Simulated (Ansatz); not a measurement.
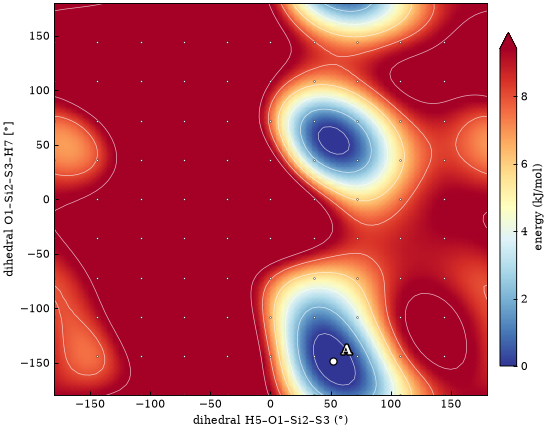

BrH3OSSi, SMILES O[SiH](S)Br. The first coordinate is: dihedral H5–O1–Si2–S3; the second: dihedral O1–Si2–S3–H7. Nothing is relaxed (all other coordinates rigid). Grid: 10 × 10 points. Points are written as (first, second). Energies: kJ/mol, counted from the lowest grid point. These are results of RKS B3LYP-D4/def2-SVP in Ansatz 0.2.0, not measurements.

Drawn: a smooth colour map with a few white contour lines, dots at the grid points, one colour for all values above the top of the scale, the well A. Between grid points the surface is interpolated.

Question: Where is the minimum, and how stiff is the well along each coordinate? Take the well at A.

Answer: The interpolated minimum is at dihedral H5–O1–Si2–S3 ≈ 52°, dihedral O1–Si2–S3–H7 ≈ −149°. The curvatures there are about 0.24 eV/rad² and 0.13 eV/rad², with a cross term of about 0.077 eV/rad². Round the minimum the valley is somewhat tilted: raising dihedral H5–O1–Si2–S3 shifts the best value of dihedral O1–Si2–S3–H7 downwards (coupling k₁₂/√(k₁₁k₂₂) about 0.4). (1 eV is 96.5 kJ/mol.)
